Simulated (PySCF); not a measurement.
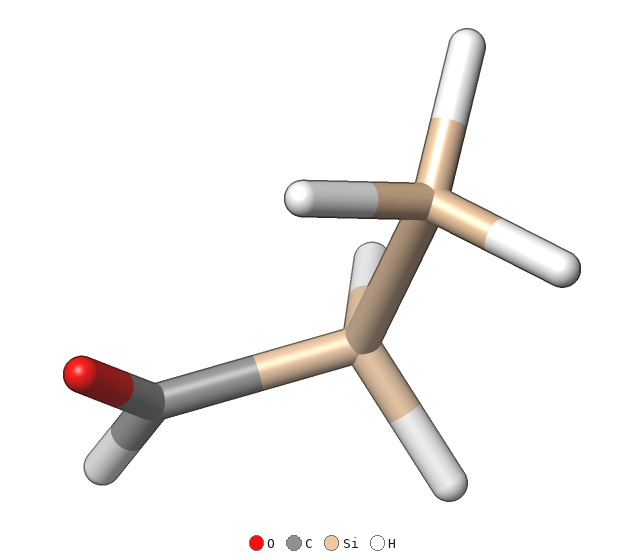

The picture shows a molecular structure as a stick model. Every bond is drawn as one stick, whatever its order.

Computed geometry: PBE0-D3(BJ)/def2-SVP optimisation. No frequency run is at hand to confirm it as a minimum.

Description:

The molecule is CH₆OSi₂. Its SMILES string is `O=C[SiH2][SiH3]`. It has no ring. Among its groups: Si–H bond. Coordination: 1 C trigonal planar; 2 Si tetrahedral.

The parts below concern this one geometry. Atoms keep their numbers from picture to picture.

Shape

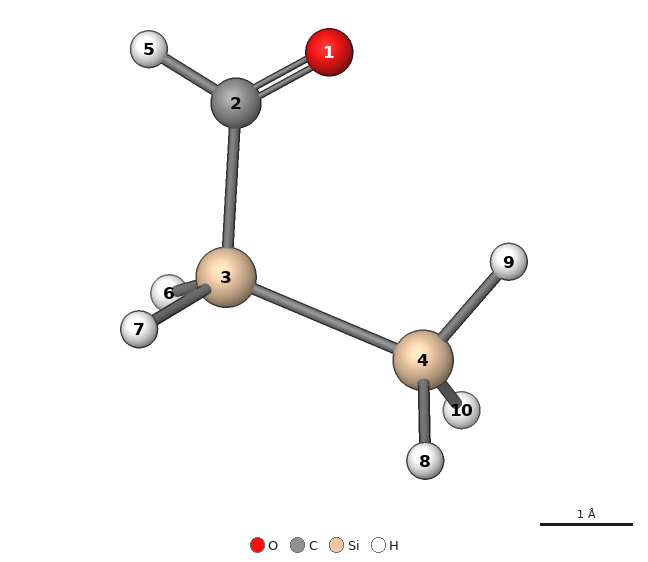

No frequency run is at hand to confirm it as a minimum.

Which atoms are bonded, and how long are the bonds?

```
   bond  length (Å)   order
  O1–C2       1.204  double
 C2–Si3       1.944  single
  C2–H5       1.128  single
Si3–Si4       2.351  single
 Si3–H6       1.498  single
 Si3–H7       1.498  single
 Si4–H8       1.494  single
 Si4–H9       1.492  single
Si4–H10       1.494  single
```

NMR shielding

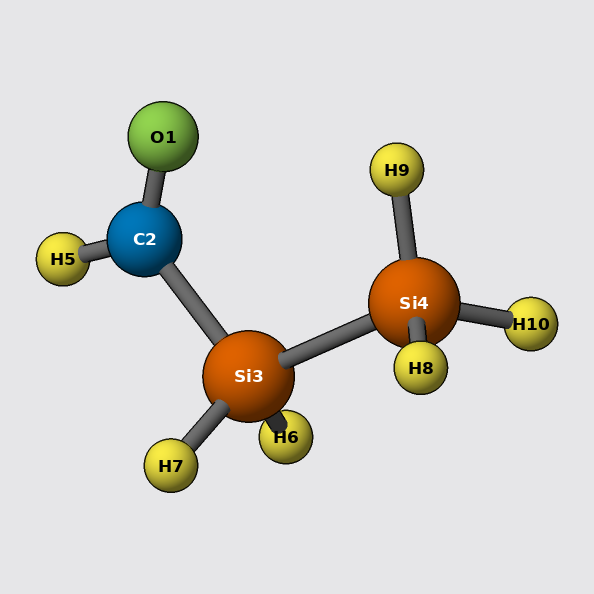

No frequency run is at hand to confirm it as a minimum. Properties computed with GIAO PBE0/pcSseg-1 NMR shielding, non-relativistic, gas phase (PySCF 2.14.0). Principal shieldings σ11 ≤ σ22 ≤ σ33, span Ω = σ33 − σ11, skew κ = 3(σiso − σ22)/Ω.

**Which Si atom has the most anisotropic shielding?**

Si3, with a span of 93 ppm.

Give the shielding tensors of the Si atoms.

| atom | σ11 | σ22 | σ33 | σiso | Ω | κ |
| --- | --- | --- | --- | --- | --- | --- |
| Si3 | 380.1 | 438.5 | 473.3 | 430.6 | 93.2 | −0.25 |
| Si4 | 466.0 | 468.4 | 479.3 | 471.3 | 13.3 | 0.64 |

Shieldings and span in ppm.

Core levels

No frequency run is at hand to confirm it as a minimum. Level of theory: delta-SCF UKS SCAN, pcX-2 on the ionised atom, pcseg-1 elsewhere, spin-free X2C (PySCF 2.14.0).

Give the core-electron binding energies (to vacuum; p and d levels without spin–orbit splitting) of O1 1s, C2 1s, Si3 1s, Si3 2p, Si4 1s, Si4 2p.

| atom | level | binding energy (eV) |
| --- | --- | --- |
| O1 | 1s | 538.4 |
| C2 | 1s | 293.2 |
| Si3 | 1s | 1846.4 |
| Si3 | 2p | 106.9 |
| Si4 | 1s | 1846.4 |
| Si4 | 2p | 106.9 |

Polarisability

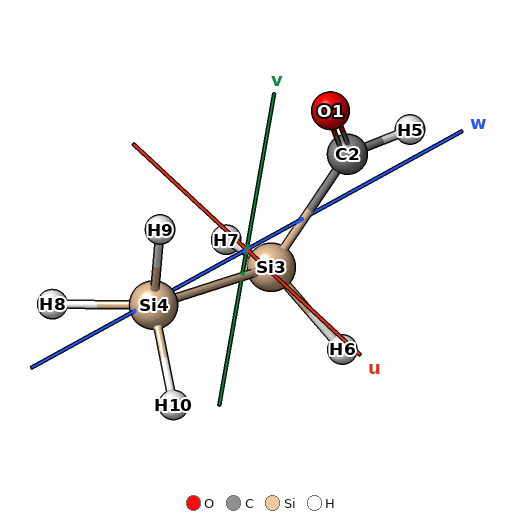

The lines u, v and w are the principal axes of the static dipole polarisability. No frequency run is at hand to confirm it as a minimum. Level of theory: CAM-B3LYP/def2-SVPD (PySCF 2.14.0).

**Along which axis is the molecule most polarisable, and along which least?**

Most along w, least along u.

**Give the three principal values.**

u 61.2, v 75.9, w 87.5 bohr³; mean 74.9, anisotropy 22.8 bohr³.
